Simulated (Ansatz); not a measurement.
**CH3ClOSi2: density, localisation and related maps**

Input file:

```
crystal:
  periodic: [false, false, false]
  atoms:
    - {symbol: O, position_ang: [1.080246, -2.131454, 0.301109]}
    - {symbol: C, position_ang: [0.640378, -1.023790, 0.369260]}
    - {symbol: Si, position_ang: [1.192090, 0.662912, 1.176325]}
    - {symbol: Si, position_ang: [-0.900665, -0.091574, -0.306890]}
    - {symbol: Cl, position_ang: [-1.084609, 0.536990, -2.236386]}
    - {symbol: H, position_ang: [-0.339507, 1.177528, 0.511312]}
    - {symbol: H, position_ang: [1.735431, 0.959793, -0.217618]}
    - {symbol: H, position_ang: [-2.231164, -0.147506, 0.347187]}
basis:
  gaussian: {orbitals: def2-TZVPP}
hamiltonian: {xc: pbe0, dispersion: d4}
output: {orbitals: {seedname: orbitals}}
```

Run with:

```sh
ansatz run in.yaml --threads 2 --pin off --events-out ev --progress --plain --max-ram 4352MiB
```

Geometry: PBE0-D4/def2-TZVP.

Theory: RKS PBE0-D4/def2-TZVPP in Ansatz 0.2.0.

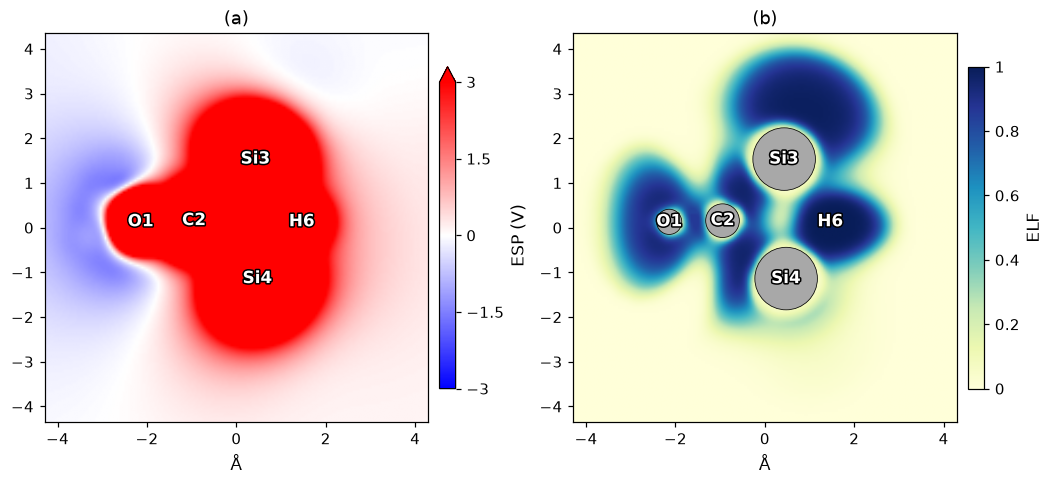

Figure 1. (a) molecular electrostatic potential; (b) ELF on the plane of atoms O1, C2 and Si4. Grey discs cover the atomic cores in the ELF map.

> What do the fields say about this system?

The plane passes through O, C, Si and H nuclei. C–O (1.19 Å): the ELF peaks at about 0.85 between the atoms; a short, multiple covalent bond. C–Si (1.92 Å): the ELF peaks at about 0.95 between the atoms (localised, covalent bonding). The ELF also peaks beside O1 and Si3, away from the bonds: lone-pair regions. Outside the dense part of the molecule the potential is most negative (−1.6 V) near O1.

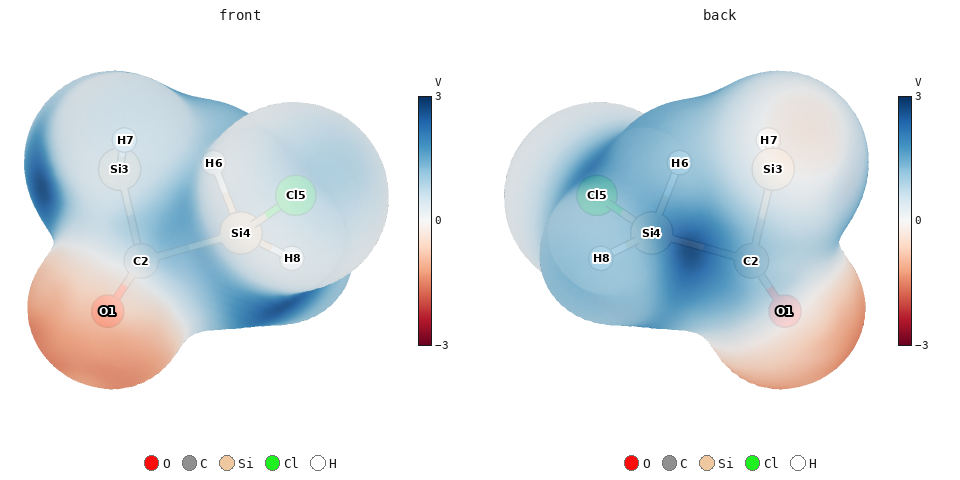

Figure 2. The molecular electrostatic potential painted on the density surface at 0.004 e/bohr³, seen from the front and from behind; red is negative and blue positive.

> Describe the electrostatic potential map.

The most negative region (about −1.4 V) lies over O1, the most positive (about +2.6 V) over Si3 and Si4. Cl5 shows a σ-hole: about +0.9 V at the tip opposite its bond, against about +0.2 V on its flanks. O1 is the likeliest acceptor of a hydrogen bond.

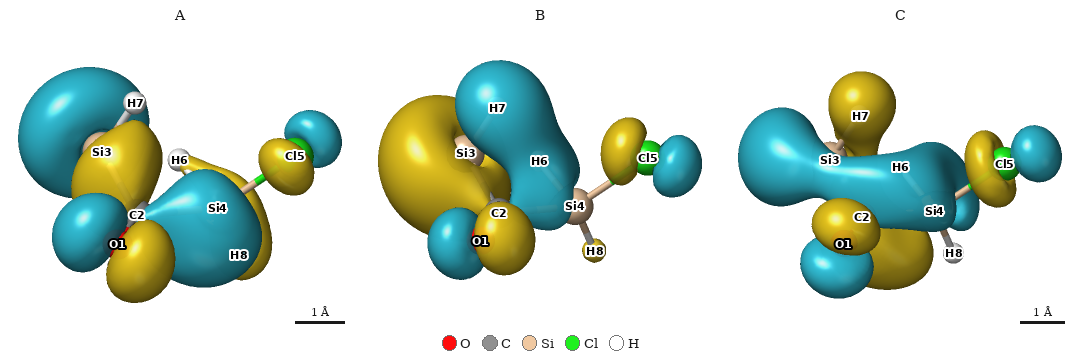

Figure 3. Three frontier orbitals at ±0.08 Å⁻³ᐟ² (yellow and cyan are the two phases), in no order.

> Which picture is the HOMO−1, the HOMO and the LUMO?

B is the HOMO−1 (−7.93 eV). It lies mainly on Si3 (about 55 %), O1 (about 15 %), H7 (about 15 %) and C2 (about 5 %). A is the HOMO (−6.04 eV). Its weight (Hirshfeld) is mainly on Si3 (about 30 %), O1 (about 25 %), Si4 (about 20 %) and C2 (about 15 %). C is the LUMO (−2.36 eV). By Hirshfeld shares it lies mainly on Si3 (about 25 %), C2 (about 20 %), Si4 (about 20 %), O1 (about 15 %) and Cl5 (about 10 %).

> What is the HOMO–LUMO gap?

3.68 eV between the orbital energies.

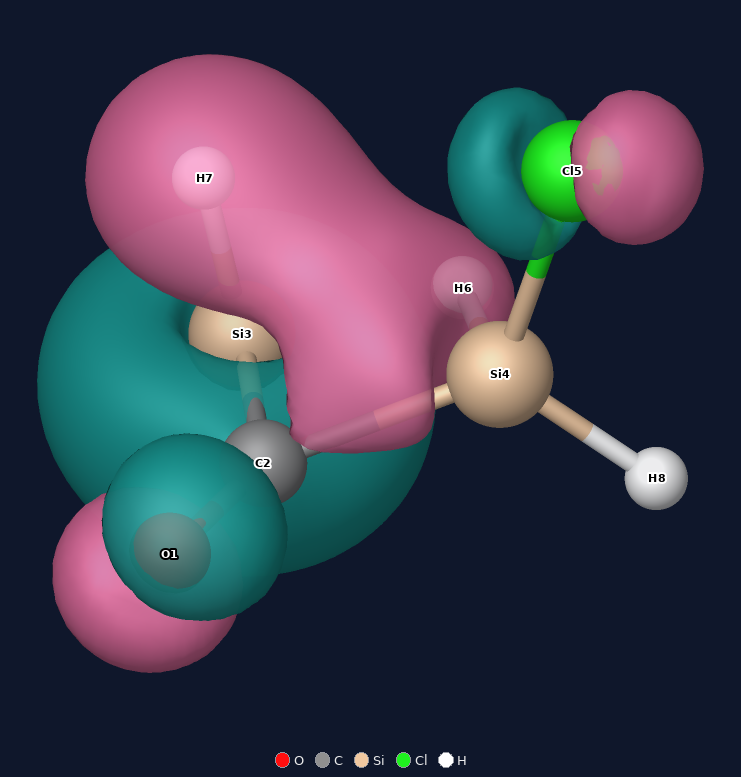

Figure 4. The HOMO−1 at ±0.1 Å⁻³ᐟ² (teal and pink are the two phases), seen at a tilt.

> What is the character of this orbital?

It lies mainly on Si3 (about 55 %), O1 (about 15 %), H7 (about 15 %) and C2 (about 5 %). Its energy is −7.93 eV.
